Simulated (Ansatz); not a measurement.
Run report: C2H7AlSi, geometry relaxation

- system: C2H7AlSi
- method: RKS B3LYP-D4/def2-SVP (Ansatz 0.2.0)

It belongs to a series of runs on one base structure; here: end point A relaxed. Figures and captions count atoms from 1; the log counts them from 0 in places.

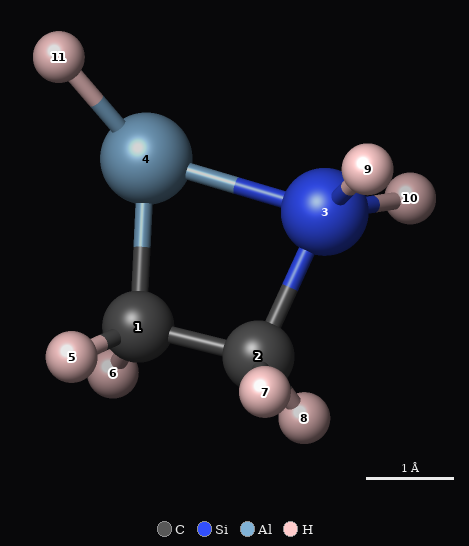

**Figure 1.** The structure as given in the input (ball-and-stick view, seen on its broad side; atoms are numbered from 1 in the order of the input). Sticks mark near contacts.

### Results in brief

| quantity | value |
| --- | --- |
| outcome | converged |
| total energy | −16657.0768 eV |
| mean-field energy | −16656.6885 eV |
| largest force (length of the vector) at the end | 0.014 eV/Å |
| hardware | 2 threads of Arm Neoverse V1, 24 GiB of memory available, shared host |
| wall time | 33 s (CPU time 63 s) |
| peak memory | 0.2 GiB |

### The input
```yaml
crystal:
  periodic: [false, false, false]
  atoms:
    - { symbol: C, position_ang: [-0.9793, 0.549, -0.3337] }
    - { symbol: C, position_ang: [0.4725, 0.7036, -0.6088] }
    - { symbol: Si, position_ang: [1.1455, -0.5674, 0.5421] }
    - { symbol: Al, position_ang: [-1.006, -0.9032, 0.9763] }
    - { symbol: H, position_ang: [-1.583, 0.3294, -1.2887] }
    - { symbol: H, position_ang: [-1.4269, 1.5417, 0.1069] }
    - { symbol: H, position_ang: [0.7475, 0.4455, -1.6549] }
    - { symbol: H, position_ang: [0.8956, 1.7358, -0.3621] }
    - { symbol: H, position_ang: [1.8403, -1.667, -0.0986] }
    - { symbol: H, position_ang: [1.9068, 0.0356, 1.7066] }
    - { symbol: H, position_ang: [-1.9478, -2.2599, 1.0357] }
basis:
  gaussian: { orbitals: def2-SVP }
hamiltonian:
  xc: b3lyp
  dispersion: d4
relax:
  f_tol: 0.02
  max_steps: 50
```

Run as:
```bash
ansatz run input.yaml --threads 2 --pin off --max-ram 3072MiB --backend cpu --events-out ev --progress --plain --runs-dir out
```

### What the program printed
```
The last accepted step is kept in [file] (removed where the run ends without a failure and the disk answers)
Engine: ansatz 0.2.0, aarch64-unknown-linux-gnu
Functional definition: B3LYP
  parameter a0 = 0.2
  parameter ax = 0.72
  parameter ac = 0.81
  exchange = (1 - a0 - ax)*slater_x + ax*b88_x + a0*exact_x
  correlation = (1 - ac)*vwn_rpa_c + ac*lyp_c
1059 factors; integrals over basis functions are off by at most 3.6e-4 eV
mean field evaluation 1: about -16646.1647 eV, gradient 5.9e1 eV
mean field evaluation 2: about -16619.2574 eV, gradient 1.1e2 eV
mean field evaluation 4: about -16655.5406 eV, gradient 2.6e0 eV
mean field evaluation 8: about -16655.5762 eV, gradient 5.6e-2 eV
mean field evaluation 16: about -16655.5763 eV, gradient 6.2e-5 eV
mean field -16655.57625562 eV, -612.0811378389 hartree, gradient 6.2e-5 eV, S^2 0.000000; 0 other end points of the search recorded, 0 dependent functions left out
the calculation of the forces begins
reference -16655.57652292 eV, -612.0811476622 hartree; 23, 23 occupied and 76, 76 virtual orbitals, 1059 factors
relax step   1: F+E_penalty+E_count = -16655.97548507 eV  Δ(F+E_penalty+E_count) = +0.000e0 eV  max|allowed force component| = 4.146e0 eV/Å  Δτ_max = 0.0000 Å  (24 SCF iters, accepted)
these checks for a lower state are left out or cut short: starts, cluster_reference, orbital_swaps, neighbouring_geometries, increment
1059 factors; integrals over basis functions are off by at most 3.4e-4 eV
mean field -16656.50447961 eV, -612.1152494413 hartree, gradient 1.3e-5 eV, S^2 0.000000; 0 other end points of the search recorded, 0 dependent functions left out
[... from here on the field's lines of each further geometry are left out, up to the last ...]
relax step   2: F+E_penalty+E_count = -16656.89427202 eV  Δ(F+E_penalty+E_count) = -9.188e-1 eV  max|allowed force component| = 1.373e0 eV/Å  Δτ_max = 0.1949 Å  (27 SCF iters, accepted)
relax step   3: F+E_penalty+E_count = -16657.01445346 eV  Δ(F+E_penalty+E_count) = -1.202e-1 eV  max|allowed force component| = 3.227e-1 eV/Å  Δτ_max = 0.1625 Å  (26 SCF iters, accepted)
relax step   4: F+E_penalty+E_count = -16657.03421383 eV  Δ(F+E_penalty+E_count) = -1.976e-2 eV  max|allowed force component| = 1.689e-1 eV/Å  Δτ_max = 0.0717 Å  (25 SCF iters, accepted)
relax step   5: F+E_penalty+E_count = -16657.04947201 eV  Δ(F+E_penalty+E_count) = -1.526e-2 eV  max|allowed force component| = 1.771e-1 eV/Å  Δτ_max = 0.1445 Å  (27 SCF iters, accepted)
relax step   6: F+E_penalty+E_count = -16657.05650642 eV  Δ(F+E_penalty+E_count) = -7.034e-3 eV  max|allowed force component| = 1.147e-1 eV/Å  Δτ_max = 0.0500 Å  (24 SCF iters, accepted)
relax step   7: F+E_penalty+E_count = -16657.06940701 eV  Δ(F+E_penalty+E_count) = -1.290e-2 eV  max|allowed force component| = 9.986e-2 eV/Å  Δτ_max = 0.1553 Å  (26 SCF iters, accepted)
relax step   8: F+E_penalty+E_count = -16657.07417263 eV  Δ(F+E_penalty+E_count) = -4.766e-3 eV  max|allowed force component| = 5.107e-2 eV/Å  Δτ_max = 0.0669 Å  (24 SCF iters, accepted)
relax step   9: F+E_penalty+E_count = -16657.07205773 eV  Δ(F+E_penalty+E_count) = +2.115e-3 eV  max|allowed force component| = 1.875e-1 eV/Å  Δτ_max = 0.1294 Å  (26 SCF iters, rejected (line search))
relax step  10: F+E_penalty+E_count = -16657.07307140 eV  Δ(F+E_penalty+E_count) = +1.101e-3 eV  max|allowed force component| = 1.084e-1 eV/Å  Δτ_max = 0.0646 Å  (24 SCF iters, rejected (line search))
relax step  11: F+E_penalty+E_count = -16657.07573508 eV  Δ(F+E_penalty+E_count) = -1.562e-3 eV  max|allowed force component| = 1.637e-2 eV/Å  Δτ_max = 0.0316 Å  (24 SCF iters, accepted)
relax step  12: F+E_penalty+E_count = -16657.07634755 eV  Δ(F+E_penalty+E_count) = -6.125e-4 eV  max|allowed force component| = 3.669e-2 eV/Å  Δτ_max = 0.0540 Å  (24 SCF iters, accepted)
the calculation of the forces begins
reference -16656.68847022 eV, -612.1220109716 hartree; 23, 23 occupied and 76, 76 virtual orbitals, 1059 factors
relax step  13: F+E_penalty+E_count = -16657.07653342 eV  Δ(F+E_penalty+E_count) = -1.859e-4 eV  max|allowed force component| = 1.298e-2 eV/Å  Δτ_max = 0.0067 Å  (22 SCF iters, accepted)
1059 factors; integrals over basis functions are off by at most 3.5e-4 eV
mean field evaluation 96: about -16656.6874 eV, gradient 4.7e-1 eV
```

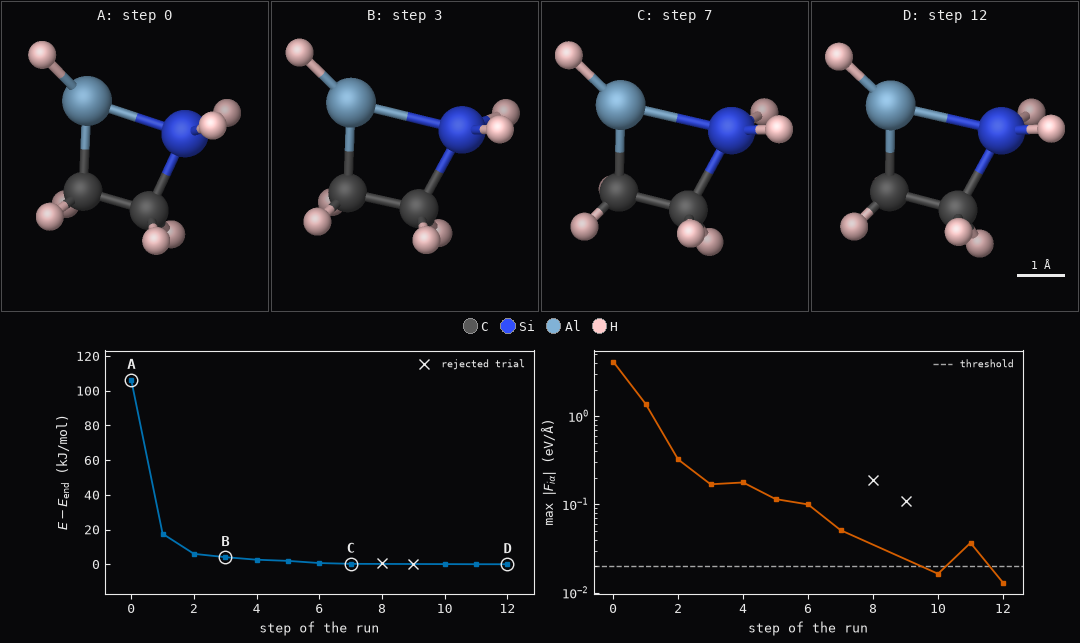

**Figure 2.** Frames of the relaxation (ball-and-stick view, seen at a tilt) above the curves, on which the letters mark them (the first geometry is step 0 here and step 1 in the log).

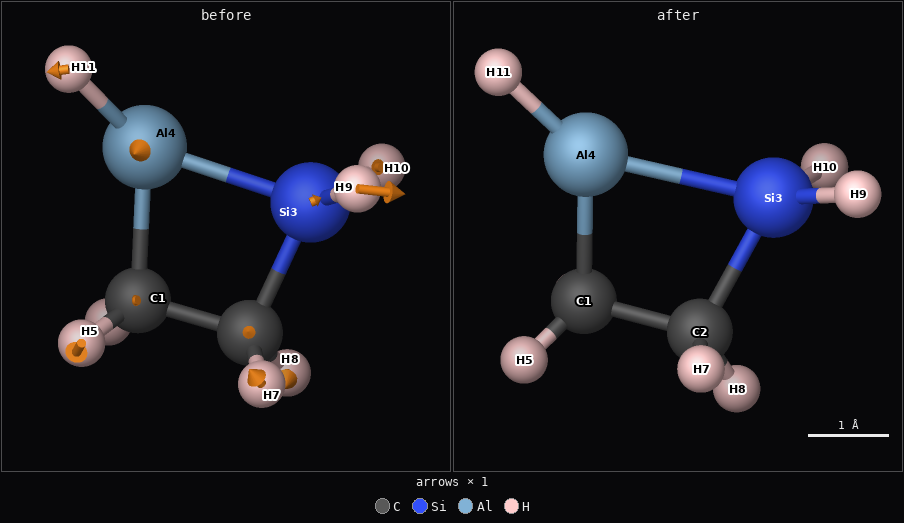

**Figure 3.** Before (left) and after (right) the relaxation, at one scale (ball-and-stick view, seen at a tilt). The orange arrows give the displacements, at true length. The energy falls by 106.2 kJ/mol in 12 geometry steps. Largest force component: 4.1 eV/Å at the start, 0.013 eV/Å at the end. The line search rejected the trial steps at points 8, 9 (counted from 0) and went back. H9 moves most after the best rigid fit: 0.67 Å. By element the largest moves are H 0.67 Å, Al 0.43 Å, Si 0.15 Å, C 0.14 Å. Among the contacts that change: Si3–Al4 2.220 → 2.440 Å, C2–Si3 1.842 → 1.941 Å, C1–C2 1.486 → 1.565 Å, C1–H6 1.175 → 1.109 Å. Among the angles that change: Si3–Al4–H11 133.1° → 147.6°, Al4–Si3–H9 115.9° → 129.0°, Al4–C1–H5 114.0° → 122.3°. (Atoms are counted from 1 in the order of the input.)

```
mean field -16656.68820077 eV, -612.1220010696 hartree, gradient 2.6e-5 eV, S^2 0.000000; 1 other end points of the search recorded, 0 dependent functions left out
the calculation of the forces begins
reference -16656.68847022 eV, -612.1220109716 hartree; 23, 23 occupied and 76, 76 virtual orbitals, 1059 factors
Total energy: -16657.07680286 eV, -612.1362819331 hartree
Atom 0 at    -1.060250     0.607454    -0.303837 Å, force     0.007795     0.006292    -0.003980 eV/Å
Atom 1 at     0.456554     0.590141    -0.687849 Å, force    -0.005607     0.004822     0.002406 eV/Å
Atom 2 at     1.278653    -0.602892     0.603112 Å, force     0.005259    -0.006345    -0.001505 eV/Å
Atom 3 at    -1.100460    -1.145334     0.641586 Å, force    -0.002923     0.009225     0.009636 eV/Å
Atom 4 at    -1.733580     0.837543    -1.147021 Å, force     0.005424    -0.004521     0.005360 eV/Å
Atom 5 at    -1.246868     1.394873     0.454177 Å, force     0.003578    -0.011933    -0.006533 eV/Å
Atom 6 at     0.588579     0.129199    -1.683630 Å, force     0.000360     0.004682     0.010719 eV/Å
Atom 7 at     0.910731     1.594980    -0.743877 Å, force    -0.005262    -0.008303    -0.001047 eV/Å
Atom 8 at     2.421263    -1.415639     0.077791 Å, force    -0.006371     0.009034     0.003658 eV/Å
Atom 9 at     1.783006     0.153695     1.796568 Å, force    -0.004098    -0.004115    -0.012980 eV/Å
Atom 10 at    -2.232429    -2.200920     1.013780 Å, force     0.001845     0.001161    -0.005734 eV/Å
Dipole moment:    -0.151122     0.011168    -0.044741 e Å
```

### Trajectory as extended XYZ (Å, eV, eV/Å), 10 of the 13 frames kept, from step=1 to step=13
```
11
Properties=species:S:1:pos:R:3:forces:R:3 step=1 energy=-16655.97548
C    -0.9793    0.5490   -0.3337   -4.1465   2.3327  -0.5413
C     0.4725    0.7036   -0.6088    1.9557   1.4126  -0.7996
Si    1.1455   -0.5674    0.5421    3.0032  -0.0319   1.9136
Al   -1.0060   -0.9032    0.9763   -2.3660  -1.9257  -0.2114
H    -1.5830    0.3294   -1.2887    0.4307   0.3753   1.1346
H    -1.4269    1.5417    0.1069    0.4600  -1.4103  -0.9029
H     0.7475    0.4455   -1.6549   -0.0645   0.2733   0.2492
H     0.8956    1.7358   -0.3621   -0.4546  -1.0144  -0.4475
H     1.8403   -1.6670   -0.0986    0.7788  -0.6298  -0.3305
H     1.9068    0.0356    1.7066    0.3496  -0.1235  -0.3890
H    -1.9478   -2.2599    1.0357    0.0536   0.7416   0.3249
11
Properties=species:S:1:pos:R:3:forces:R:3 step=2 energy=-16656.89427
C    -1.0640    0.5888   -0.3543   -1.3734   0.5488  -0.0472
C     0.4583    0.6735   -0.5674    0.6040   0.8927  -0.6560
Si    1.2492   -0.5820    0.6063    0.8030  -0.3311   0.8853
Al   -1.0645   -1.0080    0.8348   -0.7034  -0.4288   0.0277
H    -1.6425    0.4107   -1.2950    0.2735   0.1108   0.2663
H    -1.4943    1.5444    0.0579    0.2674  -0.5942  -0.1852
H     0.7431    0.4544   -1.6138   -0.0454  -0.0186   0.0739
H     0.8634    1.6930   -0.3652   -0.1839  -0.3046  -0.0651
H     2.0205   -1.6595   -0.0617    0.3380  -0.0735  -0.1587
H     2.1001    0.0435    1.6833   -0.0366  -0.0919  -0.1937
H    -2.1042   -2.2157    1.0958    0.0569   0.2904   0.0529
11
Properties=species:S:1:pos:R:3:forces:R:3 step=4 energy=-16657.03421
C    -1.0899    0.5645   -0.3720    0.0759  -0.1689  -0.0556
C     0.4658    0.6765   -0.5770   -0.0168   0.0623   0.0265
Si    1.2907   -0.6255    0.6125    0.0190  -0.1042  -0.1212
Al   -1.1095   -1.0669    0.7782    0.0104   0.0168  -0.0340
H    -1.6334    0.4543   -1.3270   -0.0102   0.0403  -0.0206
H    -1.5058    1.4701    0.0982   -0.0247   0.0463   0.0706
H     0.7494    0.4584   -1.6203   -0.0177  -0.0452   0.0024
H     0.8357    1.6944   -0.3692    0.0023   0.0126   0.0034
H     2.2086   -1.5831   -0.1013   -0.0401   0.0894   0.0583
H     2.0965    0.0122    1.7014   -0.0294  -0.0057   0.0401
H    -2.2428   -2.1117    1.1973    0.0315   0.0564   0.0300
11
Properties=species:S:1:pos:R:3:forces:R:3 step=5 energy=-16657.04947
C    -1.0843    0.5469   -0.3896    0.1100   0.0644   0.0606
C     0.4687    0.6809   -0.5948   -0.0537  -0.1771  -0.0652
Si    1.2928   -0.6292    0.5887   -0.0177   0.0538   0.0345
Al   -1.0939   -1.1096    0.7185   -0.0558   0.0070  -0.0775
H    -1.6528    0.5703   -1.3363    0.0283   0.0057   0.0246
H    -1.4638    1.4018    0.1976   -0.0817   0.0372   0.0799
H     0.7231    0.3756   -1.6221    0.0839   0.0081  -0.0827
H     0.8459    1.7114   -0.4724   -0.0365  -0.0433   0.0291
H     2.2954   -1.5049   -0.0992    0.0054   0.0166   0.0015
H     1.9817   -0.0308    1.7780    0.0072   0.0347  -0.0150
H    -2.2477   -2.0691    1.2524    0.0106  -0.0070   0.0101
11
Properties=species:S:1:pos:R:3:forces:R:3 step=6 energy=-16657.05651
C    -1.0811    0.5505   -0.3855   -0.0145   0.1147  -0.0338
C     0.4699    0.6630   -0.6106   -0.0406  -0.0800  -0.0216
Si    1.2863   -0.6344    0.5874    0.0511   0.0815   0.0304
Al   -1.1009   -1.1253    0.6893   -0.0445   0.0089   0.0196
H    -1.6610    0.6149   -1.3258    0.0375   0.0089   0.1029
H    -1.4483    1.3898    0.2436    0.0399  -0.0954  -0.0493
H     0.7259    0.3493   -1.6385   -0.0110   0.0308   0.0173
H     0.8537    1.6909   -0.4895   -0.0071  -0.0304  -0.0088
H     2.3220   -1.4813   -0.0850    0.0087  -0.0189   0.0105
H     1.9511   -0.0040    1.7785   -0.0364  -0.0135  -0.0375
H    -2.2523   -2.0704    1.2569    0.0168  -0.0066  -0.0295
11
Properties=species:S:1:pos:R:3:forces:R:3 step=8 energy=-16657.07417
C    -1.0664    0.5874   -0.3316    0.0139   0.0021   0.0153
C     0.4622    0.6119   -0.6662   -0.0012  -0.0327  -0.0511
Si    1.2805   -0.6073    0.6039   -0.0306   0.0066  -0.0317
Al   -1.1030   -1.1397    0.6557   -0.0053  -0.0097   0.0096
H    -1.7205    0.7787   -1.1986    0.0033   0.0159  -0.0088
H    -1.3012    1.3823    0.4036   -0.0177   0.0208   0.0116
H     0.6357    0.1933   -1.6745   -0.0101  -0.0014   0.0237
H     0.8962    1.6269   -0.6718   -0.0055  -0.0083   0.0040
H     2.3835   -1.4432    0.0368    0.0294  -0.0109  -0.0065
H     1.8421    0.1212    1.7847    0.0063   0.0113   0.0438
H    -2.2440   -2.1683    1.0787    0.0176   0.0064  -0.0099
11
Properties=species:S:1:pos:R:3:forces:R:3 step=9 energy=-16657.07206 accepted=F
C    -1.0585    0.6126   -0.2979   -0.0447   0.1737   0.0362
C     0.4553    0.5783   -0.7026    0.0183   0.0807  -0.0965
Si    1.2776   -0.5977    0.6066    0.0125  -0.0138  -0.0289
Al   -1.1019   -1.1487    0.6323   -0.0182  -0.0244  -0.0020
H    -1.7483    0.8806   -1.1239    0.1359  -0.0560   0.1421
H    -1.2138    1.3850    0.4935    0.0258  -0.1471  -0.1875
H     0.5736    0.0937   -1.6949   -0.0212   0.0706   0.1618
H     0.9195    1.5821   -0.7867   -0.0808  -0.1410   0.0176
H     2.4419   -1.3953    0.0986   -0.0524   0.0246   0.0252
H     1.7526    0.1690    1.8081   -0.0089  -0.0044  -0.0544
H    -2.2328   -2.2165    0.9876    0.0336   0.0370  -0.0137
11
Properties=species:S:1:pos:R:3:forces:R:3 step=10 energy=-16657.07307 accepted=F
C    -1.0648    0.6022   -0.3186    0.0176   0.0043   0.0108
C     0.4576    0.5934   -0.6822    0.0095   0.0825   0.1084
Si    1.2805   -0.6115    0.5978   -0.0275  -0.0335  -0.0350
Al   -1.1042   -1.1356    0.6540    0.0284  -0.0491  -0.0408
H    -1.7231    0.8123   -1.1782   -0.0242  -0.0162   0.0103
H    -1.2774    1.3995    0.4228    0.0345  -0.0132  -0.0232
H     0.6081    0.1559   -1.6849   -0.0048  -0.0175   0.0057
H     0.9087    1.6002   -0.7063   -0.0058   0.0205  -0.0350
H     2.4249   -1.4001    0.0393   -0.0223  -0.0241   0.0424
H     1.7853    0.1090    1.8131    0.0170   0.0412  -0.0423
H    -2.2303   -2.1822    1.0639   -0.0224   0.0050  -0.0011
11
Properties=species:S:1:pos:R:3:forces:R:3 step=12 energy=-16657.07635
C    -1.0599    0.6076   -0.3023    0.0093   0.0254  -0.0008
C     0.4568    0.5892   -0.6882   -0.0136  -0.0097   0.0030
Si    1.2774   -0.6049    0.6030    0.0367   0.0241   0.0067
Al   -1.1021   -1.1434    0.6478   -0.0034  -0.0006  -0.0323
H    -1.7327    0.8393   -1.1459    0.0019  -0.0156   0.0159
H    -1.2459    1.3960    0.4553    0.0115  -0.0125  -0.0143
H     0.5876    0.1256   -1.6834   -0.0052   0.0144   0.0216
H     0.9122    1.5938   -0.7465   -0.0117  -0.0234   0.0034
H     2.4249   -1.4113    0.0762   -0.0228   0.0036   0.0135
H     1.7809    0.1547    1.7962   -0.0073  -0.0130  -0.0214
H    -2.2339   -2.2034    1.0086    0.0046   0.0075   0.0047
11
Properties=species:S:1:pos:R:3:forces:R:3 step=13 energy=-16657.07653
C    -1.0602    0.6075   -0.3038    0.0078   0.0063  -0.0040
C     0.4566    0.5901   -0.6878   -0.0056   0.0048   0.0024
Si    1.2787   -0.6029    0.6031    0.0053  -0.0063  -0.0015
Al   -1.1005   -1.1453    0.6416   -0.0029   0.0092   0.0096
H    -1.7336    0.8375   -1.1470    0.0054  -0.0045   0.0054
H    -1.2469    1.3949    0.4542    0.0036  -0.0119  -0.0065
H     0.5886    0.1292   -1.6836    0.0004   0.0047   0.0107
H     0.9107    1.5950   -0.7439   -0.0053  -0.0083  -0.0010
H     2.4213   -1.4156    0.0778   -0.0064   0.0090   0.0037
H     1.7830    0.1537    1.7966   -0.0041  -0.0041  -0.0130
H    -2.2324   -2.2009    1.0138    0.0018   0.0012  -0.0057
```
